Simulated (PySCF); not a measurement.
**One shape, several levels: OsO4 (osmium tetroxide)**

Aim: a comparison of 6 runs (BHLYP/def2-SVP, BLYP/def2-SVP, M06-2X/def2-SVP, M06-L/def2-SVP, revPBE/def2-SVP, wB97M-V/def2-SVP) of OsO4 (osmium tetroxide). The job is set up through a Python script.

Program for the calculation: PySCF 2.14.0.

1 further run of the same task is left out (set aside as unsound or not needed).

## Step 1: Starting point

OsO4 has 5 atoms, charge 0, and is taken as a singlet. As SMILES, `[O]=[Os](=[O])(=[O])=[O]`. The shape comes from GFN2-xTB, which is rough for such elements, and wasn't checked as a minimum.

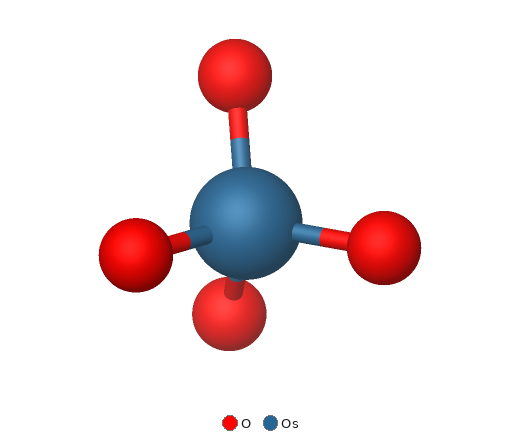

Viewed from a chosen angle; oxygen red, osmium blue.

## Step 2: The energy at BHLYP/def2-SVP (core potential) (run 1)

run.py reads:

```python
from pyscf import gto, dft

mol = gto.M(
    atom='''
O       -0.854400      -0.129430       1.369810
Os       0.000040       0.000030       0.000000
O        1.371890      -0.849850       0.137080
O       -0.871690      -0.577930      -1.236590
O        0.354150       1.557180      -0.270300
''',
    basis='def2-svp',
    max_memory=1860,
    ecp={'Os': 'def2-svp'},
    charge=0,
    verbose=3,
)

mf = dft.RKS(mol, xc='bhandhlyp')
mf.grids.level = 5
mf.conv_tol = 1e-10
mf.kernel()
if not mf.converged:
    mf = mf.newton().run(mf.mo_coeff, mf.mo_occ)

etot = mf.e_tot
print('E(%s) = %.9f' % ('BHLYP', etot))
```

Run with:

```
$ OMP_NUM_THREADS=1 python run.py
```

What it wrote:

```text
converged SCF energy = -390.93566910016
E(BHLYP) = -390.935669100
```

It took 18 s on 1 thread of Intel Xeon at 2.70GHz, shared host; peak memory 0.45 GiB.

## Step 3: The energy at BLYP/def2-SVP (core potential) (run 2)

job.py reads:

```python
from pyscf import gto, dft

mol = gto.M(
    atom='''
O     -0.854400    -0.129430     1.369810
Os     0.000040     0.000030     0.000000
O      1.371890    -0.849850     0.137080
O     -0.871690    -0.577930    -1.236590
O      0.354150     1.557180    -0.270300
''',
    max_memory=1860,
    verbose=3,
    charge=0,
    basis='def2-svp',
    ecp={'Os': 'def2-svp'},
    spin=0,
)

ks = dft.RKS(mol, xc='blyp')
ks.grids.level = 5
ks.conv_tol = 1e-10
ks.kernel()
if not ks.converged:
    ks = ks.newton().run(ks.mo_coeff, ks.mo_occ)

energy = ks.e_tot
print(f'total energy: {energy:.8f} hartree')
```

Run with:

```
$ OMP_NUM_THREADS=1 python job.py
```

What it wrote:

```text
converged SCF energy = -391.322036156951
total energy: -391.32203616 hartree
```

Wall time 23 s (1 thread of Intel Xeon at 2.70GHz, shared host); peak memory 0.45 GiB.

Run 3 isn't shown in full; the table further down has it.

## Step 4: A single-point energy at M06-L/def2-SVP (core potential) (run 4)

calc.py reads:

```python
from pyscf import gto, dft

mol = gto.M(
    atom=[
    ('O', (-0.854400, -0.129430, 1.369810)),
    ('Os', (0.000040, 0.000030, -0.000000)),
    ('O', (1.371890, -0.849850, 0.137080)),
    ('O', (-0.871690, -0.577930, -1.236590)),
    ('O', (0.354150, 1.557180, -0.270300)),
],
    verbose=3,
    max_memory=1860,
    ecp={'Os': 'def2-svp'},
    basis='def2-svp',
)

mf = dft.RKS(mol, xc='m06-l')
mf.grids.level = 5
mf.conv_tol = 1e-10
mf.kernel()
if not mf.converged:
    mf = mf.newton().run(mf.mo_coeff, mf.mo_occ)

etot = mf.e_tot
print('Final energy', etot)
```

Run with:

```
$ OMP_NUM_THREADS=1 python calc.py
```

What it wrote:

```text
converged SCF energy = -391.35345857986
Final energy -391.35345857985965
```

Wall time 30 s (1 thread of Intel Xeon at 2.70GHz, shared host); peak memory 0.46 GiB.

Run 5 isn't shown in full; the table further down has it.

## Step 5: A single-point energy at wB97M-V/def2-SVP (core potential) (run 6)

mol.xyz reads:

```xyz
5
O4Os
O     -0.854400    -0.129430     1.369810
Os     0.000040     0.000030     0.000000
O      1.371890    -0.849850     0.137080
O     -0.871690    -0.577930    -1.236590
O      0.354150     1.557180    -0.270300
```

run.py reads:

```python
# [O]=[Os](=[O])(=[O])=[O]
from pyscf import gto, dft

mol = gto.M(
    atom='mol.xyz',
    ecp={'Os': 'def2-svp'},
    verbose=4,
    max_memory=1860,
    basis='def2-svp',
    spin=0,
)

myscf = dft.RKS(mol, xc='wb97m-v')
myscf.conv_tol = 1e-10
myscf.nlcgrids.level = 1
myscf.grids.level = 5
myscf.kernel()
if not myscf.converged:
    myscf = myscf.newton().run(myscf.mo_coeff, myscf.mo_occ)

etot = myscf.e_tot
print('E(%s) = %.9f' % ('WB97M-V', etot))
```

Run with:

```
$ OMP_NUM_THREADS=1 python run.py
```

What it wrote:

```text
PySCF version 2.14.0

[... 85 lines left out ...]
converged SCF energy = -391.106478534298
E(WB97M-V) = -391.106478534
```

Wall time 86 s (1 thread of Intel Xeon at 2.70GHz, shared host); peak memory 0.46 GiB.

## Step 6: All runs side by side

```tsv
run	level	nlc grid	energy (Eh)	dipole moment (D)	HOMO energy (eV)	LUMO energy (eV)	wall time
1	BHLYP/def2-SVP (core potential)	–	-390.935669	0.00	-12.32	-2.63	18 s
2	BLYP/def2-SVP (core potential)	–	-391.322036	0.00	-8.84	-3.71	23 s
3	M06-2X/def2-SVP (core potential)	–	-391.011770	0.00	-12.30	-2.50	31 s
4	M06-L/def2-SVP (core potential)	–	-391.353459	0.00	-9.50	-4.02	30 s
5	revPBE/def2-SVP (core potential)	–	-391.358447	0.00	-8.94	-3.77	21 s
6	wB97M-V/def2-SVP (core potential)	1	-391.106479	0.00	-13.03	-1.15	86 s
```

## Step 7: Results

```
            quantity          value
 run 6: total energy  -391.10648 Eh
run 6: dipole moment         0.00 D
  run 6: HOMO energy      -13.03 eV
  run 6: LUMO energy       -1.15 eV
run 6: HOMO–LUMO gap       11.88 eV
```

What this shows: The HOMO–LUMO gap runs from 5.13 eV (BLYP/def2-SVP) to 11.88 eV (wB97M-V/def2-SVP). Totals of different functionals can't be ranked against each other. All runs together took 3.5 min, the longest 86 s.
